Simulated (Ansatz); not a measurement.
Generalised stacking fault of LiH (rock salt) on the {100} plane. The cell below holds the perfect crystal with the plane normal along z; tilting its third vector by the shift puts one fault into each cell, between planes 2.00 Å apart, at fixed cell height.

```xyz
6
Lattice="2.8323 0.0000 0.0000 0.0000 2.8323 0.0000 1.4161 1.4161 6.0081" Properties=species:S:1:pos:R:3 pbc="T T T"
H      1.1801     1.1801     5.0068
H      1.1801     1.1801     1.0014
H      2.5962     2.5962     3.0041
Li     2.5962     2.5962     5.0068
Li     2.5962     2.5962     1.0014
Li     1.1801     1.1801     3.0041
```

In-plane vectors a = (2.832, 0.000) Å, b = (0.000, 2.832) Å, area 8.02 Å². The shift is s times the vector a (length 2.832 Å), so s = 1 restores the start. Atoms relax along the normal only. γ = [E(shift) − E(0)] / area.

The numbers are results of r2SCAN (plane waves to 500 eV, PAW, scalar-relativistic; Ansatz, a program for electronic structure), not measurements. k mesh 10×10×10 (Γ-centred), Fermi-Dirac smearing 0.05 eV. Energies are extrapolated to zero smearing. Faults lie only 6.0 Å apart, and holding the cell height raises γ above its relaxed value. LiH was relaxed with its symmetry unable to fall. The zero of γ is zero shift.

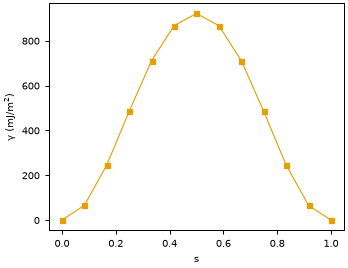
*γ (mJ/m²) against s; markers are the computed points, lines only join them (the last repeats the first, one period on).*

Problem. Does γ have a local minimum between the ends of the line, and at which s?

Solution. No computed point is one.

Problem. What is the highest γ among twelve even steps of s?

Solution. About 920 mJ/m².

(The slope of γ gives the shear force per area between the displaced halves; near zero shift its curvature is an elastic stiffness.)
